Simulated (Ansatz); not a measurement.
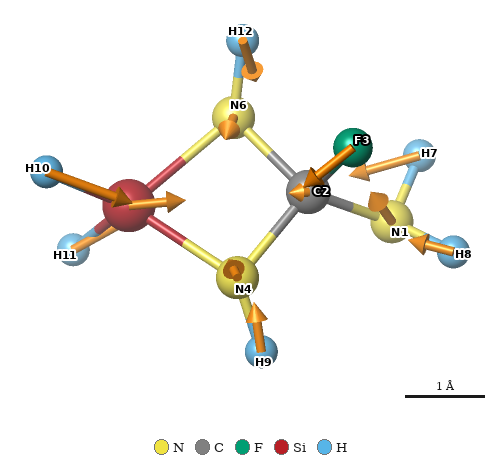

A relaxation of CH$_{6}$FN$_{3}$Si. The starting structure is drawn; orange arrows show the displacements, magnified 30 times. The two geometries are superimposed by the best rigid fit.

Style: ball-and-stick. Shown face on.

The start comes from PBE-D4/def2-SVP.

These are results of RKS PBE0-D4/def2-TZVP in Ansatz 0.2.0, not measurements. Set-up: force threshold 0.005 eV/Å; at most 150 steps.

Atoms of which element are displaced furthest, and by how much?

Answer. Hydrogen: up to 0.040 Å, against 0.028 Å for fluorine.

What happened in the run?

Answer. An H atom moves most after the best rigid fit: 0.040 Å. Largest moves by element: H 0.040 Å, F 0.028 Å, Si 0.024 Å, N 0.023 Å, C 0.009 Å. Some distances before and after: N–Si 1.765 → 1.734 Å, H–Si 1.504 → 1.486 Å, C–F 1.429 → 1.410 Å, H–N 1.022 → 1.006 Å. The energy falls by 1.47 kcal/mol in 6 accepted moves (7 points after the start). Largest force component: 0.62 eV/Å at the start, 0.0045 eV/Å at the end. The line search rejected the trial step at point 3 of the run. The run took 41 s on 4 threads of Arm Neoverse V1, on a shared host.
